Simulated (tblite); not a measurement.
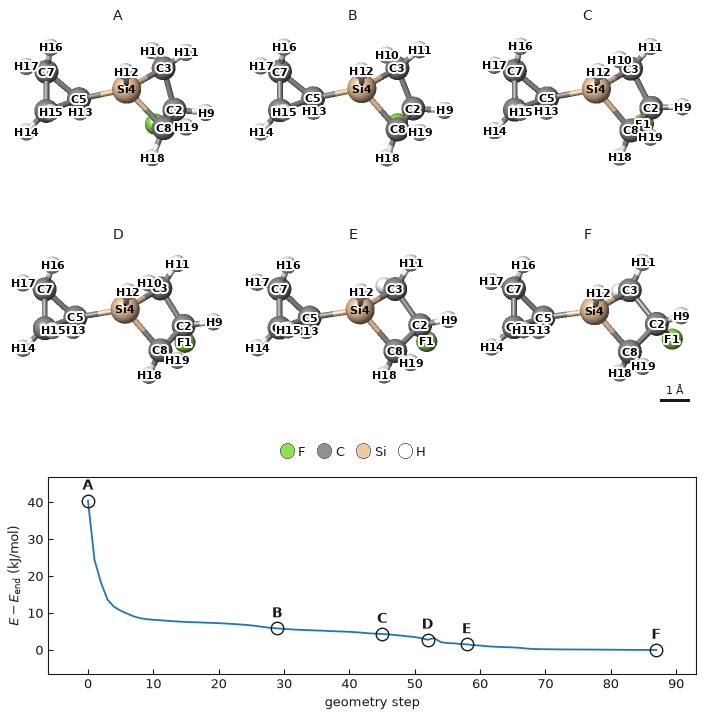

Frames of a relaxation of C₆H₁₁FSi, marked on the history of the run. A ball-and-stick model, seen at a tilt.

Theory: GFN2-xTB geometry optimisation, gas phase in tblite. 

Question: What happens along the run?

Answer: Over 87 geometry steps the energy falls by 40.5 kJ/mol. The atom that moves furthest after the best rigid fit is F1 (1.67 Å). Largest moves by element: F 1.67 Å, H 1.33 Å, C 0.61 Å, Si 0.21 Å. Among the contacts that change: C2–C8 1.574 → 1.531 Å, C3–Si4 1.877 → 1.912 Å, F1–C2 1.351 → 1.381 Å, Si4–C5 1.849 → 1.874 Å. Bond angles that change, for instance: Si4–C3–H11 113.5° → 120.5°, Si4–C8–H19 113.5° → 120.5°, C3–C2–C8 95.1° → 100.8°. Groups turn about C2–C8 by about 45°, C2–C3 by about 45°, C3–Si4 by about 40°. From step 0 to 29: F1 moves most (0.25 Å), energy −34.6 kJ/mol. From step 29 to 45: F1 moves most (0.38 Å), energy −1.50 kJ/mol. From step 45 to 52: F1 moves most (0.40 Å), energy −1.56 kJ/mol. From step 52 to 58: F1 moves most (0.24 Å), energy −1.25 kJ/mol. From step 58 to 87: F1 moves most (0.40 Å), energy −1.52 kJ/mol.
